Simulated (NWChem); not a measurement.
# One shape, several levels: AlH3S2O (SMILES [OH][Al]([SH])[SH])

Aim: a comparison of 4 runs (HF/STO-3G, HF/3-21G, B3LYP/6-31G*) of AlH3S2O. 

Program for the calculation: NWChem 7.3.0.

## Step 1: Starting point

AlH3S2O: 7 atoms, total charge 0, spin state singlet. As SMILES, `[OH][Al]([SH])[SH]`. Geometry: relaxed at PBE0-D4/def2-TZVP. This is one conformer, not always the lowest.

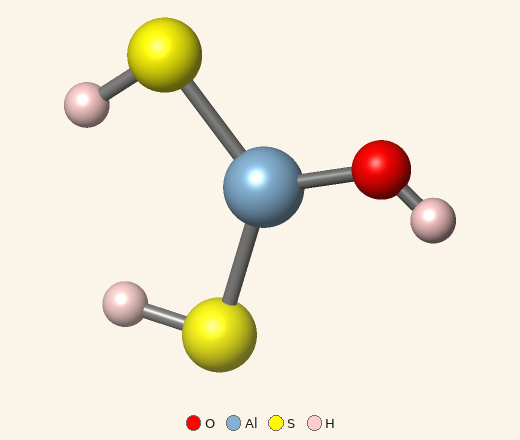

The structure, seen from a chosen angle (oxygen red, aluminium light blue, sulfur yellow, hydrogen pink).

## Step 2: Energy and forces at HF/STO-3G (run 1)

The input, alh3os2.nw:

```
start alh3os2
title "AlH3OS2 hf"
memory total 2200 mb

geometry noautosym nocenter noautoz
   O    -1.985100    0.181200    0.466200
   Al   -0.338900    0.027200    0.141900
   S     0.965600    0.014800    1.879700
   S     0.363100   -0.144100   -1.916700
   H    -2.678100    0.202700   -0.190400
   H     2.078300   -0.118200    1.138300
   H     1.656500   -0.231700   -1.564700
end

basis spherical bse
   O library STO-3G
   Al library STO-3G
   S library STO-3G
   H library STO-3G
end

scf
   thresh 1e-08
   maxiter 80
   noprint "final vectors analysis"
end

task scf gradient
```

On the command line:

```sh
$ nwchem alh3os2.nw > alh3os2.out
```

The program printed:

```text
[...]
  functions       =    35
[...]
  wavefunction    = RHF
[...]
         Total SCF energy =  -1101.058884026372
      One-electron energy =  -2027.955273250791
      Two-electron energy =    680.213452255853
 Nuclear repulsion energy =    246.682936968566
        Time for solution =      1.1s
[...]
                         RHF ENERGY GRADIENTS
    atom               coordinates                        gradient
                 x          y          z           x          y          z
   1 O      -3.751295   0.342418   0.880990   -0.041412   0.001462  -0.035911
   2 Al     -0.640428   0.051401   0.268152    0.003610   0.000193   0.008954
   3 S       1.824719   0.027968   3.552118    0.010884   0.001082   0.036018
   4 S       0.686160  -0.272310  -3.622038   -0.001375  -0.001993  -0.038278
   5 H      -5.060875   0.383047  -0.359804    0.011106   0.000838   0.032123
   6 H       3.927418  -0.223366   2.151075    0.007195  -0.001060  -0.008413
   7 H       3.130331  -0.437850  -2.956854    0.009992  -0.000523   0.005507
[...]
```

Run time: 2.1 s. Hardware: 1 thread of Intel Xeon 6975P-C (Granite Rapids), shared host; peak memory 0.099 GiB.

## Step 3: Energy and forces at HF/3-21G (run 2)

The input, a.nw:

```
start a
title "AlH3OS2 gradient"
memory 2200 mb
geometry noautosym nocenter noautoz
O    -1.985100    0.181200    0.466200
Al   -0.338900    0.027200    0.141900
S     0.965600    0.014800    1.879700
S     0.363100   -0.144100   -1.916700
H    -2.678100    0.202700   -0.190400
H     2.078300   -0.118200    1.138300
H     1.656500   -0.231700   -1.564700
end
basis spherical bse
* library 3-21G
end
scf
thresh 1e-08
maxiter 80
end
task scf gradient
```

On the command line:

```sh
$ nwchem a.nw > a.out
```

The program printed:

```text
[...]
  functions       =    54
[...]
  wavefunction    = RHF
[...]
         Total SCF energy =  -1108.041988097130
      One-electron energy =  -2026.970140798209
      Two-electron energy =    672.245215732513
 Nuclear repulsion energy =    246.682936968566
        Time for solution =      1.3s
[...]
                         RHF ENERGY GRADIENTS
    atom               coordinates                        gradient
                 x          y          z           x          y          z
   1 O      -3.751295   0.342418   0.880990   -0.005595   0.000963   0.009176
   2 Al     -0.640428   0.051401   0.268152    0.030870  -0.003224  -0.012250
   3 S       1.824719   0.027968   3.552118   -0.011556   0.000282  -0.012266
   4 S       0.686160  -0.272310  -3.622038   -0.006886   0.001418   0.015431
   5 H      -5.060875   0.383047  -0.359804    0.012488  -0.001203  -0.003104
   6 H       3.927418  -0.223366   2.151075   -0.011141   0.000660  -0.004770
   7 H       3.130331  -0.437850  -2.956854   -0.008180   0.001104   0.007784
[...]
```

Run time: 2.5 s. Hardware: 1 thread of Intel Xeon 6975P-C (Granite Rapids), shared host; peak memory 0.097 GiB.

Run 3 isn't shown in full; the table further down has it.

## Step 4: Energy and forces at B3LYP/6-31G(d) (Cartesian functions) (run 4)

The input, run.py:

```python
from ase import Atoms
from ase.calculators.nwchem import NWChem

atoms = Atoms(['O', 'Al', 'S', 'S', 'H', 'H', 'H'], positions=[
    [-1.985100, 0.181200, 0.466200],
    [-0.338900, 0.027200, 0.141900],
    [0.965600, 0.014800, 1.879700],
    [0.363100, -0.144100, -1.916700],
    [-2.678100, 0.202700, -0.190400],
    [2.078300, -0.118200, 1.138300],
    [1.656500, -0.231700, -1.564700],
])

calc = NWChem(
    label='alh3os2',
    theory='dft',
    memory='2200 mb',
    basis='6-31G*',
    dft={'xc': 'b3lyp', 'mult': '1', 'grid': 'xfine', 'convergence': 'energy 1e-08', 'iterations': '100', 'mulliken': None},
)
atoms.calc = calc

forces = atoms.get_forces()
print(f"energy = {atoms.get_potential_energy():.6f} eV")
print("forces (eV/A):")
for s, f in zip(atoms.symbols, forces):
    print(f"{s:2s} {f[0]:10.5f} {f[1]:10.5f} {f[2]:10.5f}")
print("dipole (e A):", atoms.get_dipole_moment().round(4))
```

On the command line:

```sh
$ export ASE_NWCHEM_COMMAND="nwchem PREFIX.nwi > PREFIX.nwo"
$ python run.py
```

The program printed:

```text
energy = -30367.279473 eV
forces (eV/A):
O    -0.17468    0.03795    0.42768
Al    0.07909   -0.00884   -0.04083
S     0.00499    0.01409    0.26333
S    -0.04618   -0.01044   -0.25886
H    -0.33887    0.01121   -0.30704
H     0.23762   -0.02196   -0.04109
H     0.23798   -0.02201   -0.04325
dipole (e A): [ 0.0778 -0.0218 -0.2819]
```

The calculator wrote alh3os2.nwi:

```
title "alh3os2"

permanent_dir alh3os2

scratch_dir alh3os2

start alh3os2

geometry units angstrom nocenter noautosym noautoz
  O  -1.9851000000000001e+00 1.8120000000000000e-01 4.6620000000000000e-01
  Al -3.3889999999999998e-01 2.7199999999999998e-02 1.4190000000000000e-01
  S  9.6560000000000001e-01 1.4800000000000001e-02 1.8796999999999999e+00
  S  3.6309999999999998e-01 -1.4410000000000001e-01 -1.9167000000000001e+00
  H  -2.6781000000000001e+00 2.0269999999999999e-01 -1.9040000000000001e-01
  H  2.0783000000000000e+00 -1.1820000000000000e-01 1.1383000000000001e+00
  H  1.6565000000000001e+00 -2.3169999999999999e-01 -1.5647000000000000e+00
end

memory 2200 mb

basis noprint
   * library 6-31G*
end

dft
  xc b3lyp
  mult 1
  grid xfine
  convergence energy 1e-08
  iterations 100
  mulliken
end

task dft gradient
```

alh3os2.nwo:

```text
Northwest Computational Chemistry Package (NWChem) 7.3.0
             --------------------------------------------------------

           Job information
           ---------------

    nwchem branch   = 7.3.0
    use scalapack   = T
    input           = alh3os2.nwi
    prefix          = alh3os2.
    data base       = alh3os2/alh3os2.db
    status          = startup
    nproc           =        1

           Memory information
           ------------------

[... 5 lines left out ...]
    hardfail = no
[... 105 lines left out ...]
  convergence criterion.
[... 43 lines left out ...]
          Spatial weights used:  Erf1
[... 32 lines left out ...]
 1-e energy   =   -2031.294048
[... 45 lines left out ...]
           Coulomb energy =      751.910628701667
[... 619 lines left out ...]
          Convergence on density requested:  1.00D-05
[... 29 lines left out ...]
          total energy or number of iterations.
[... 38 lines left out ...]
                 ----------------------------------------
                 |  Time  |  1-e(secs)   |  2-e(secs)   |
                 ----------------------------------------
                 |  CPU   |       0.00   |       3.14   |
                 ----------------------------------------
                 |  WALL  |       0.00   |       3.14   |
                 ----------------------------------------

 Task  times  cpu:       23.5s     wall:       23.5s
 Total times  cpu:       23.5s     wall:       23.5s
```

Wall time 25 s (1 thread of Intel Xeon 6975P-C (Granite Rapids), shared host); peak memory 0.14 GiB.

## Step 5: All runs side by side

```
run                               level  iteration cap  module   energy (Eh)  dipole moment (D)  largest force (eV/Å)  wall time
  1                           HF/STO-3G             80     scf  -1101.058884               1.06                 2.820      2.1 s
  2                            HF/3-21G             80     scf  -1108.041988               1.79                 1.716      2.5 s
  3  B3LYP/6-31G* (spherical functions)            100     dft  -1115.968283               1.40                 0.483       20 s
  4  B3LYP/6-31G* (Cartesian functions)            100     dft  -1115.976946               1.41                 0.464       25 s
```

## Step 6: Outcome

| quantity | value |
| --- | --- |
| run 4: total energy | -1115.97695 Eh |
| run 4: dipole moment | 1.41 D |
| run 4: HOMO energy | -7.35 eV |
| run 4: LUMO energy | -0.79 eV |
| run 4: HOMO–LUMO gap | 6.56 eV |
| run 4: largest force on an atom | 0.464 eV/Å |

In words: The dipole moment (its size) runs from 1.06 D (HF/STO-3G) to 1.79 D (HF/3-21G). Over runs 2, 3, 4 the HOMO–LUMO gap runs from 6.56 eV (B3LYP/6-31G*) to 12.99 eV (HF/3-21G). The two ends differ in method and basis. In run 1 the basis is minimal, so the values are rough. All runs together took 49 s, the longest 25 s.
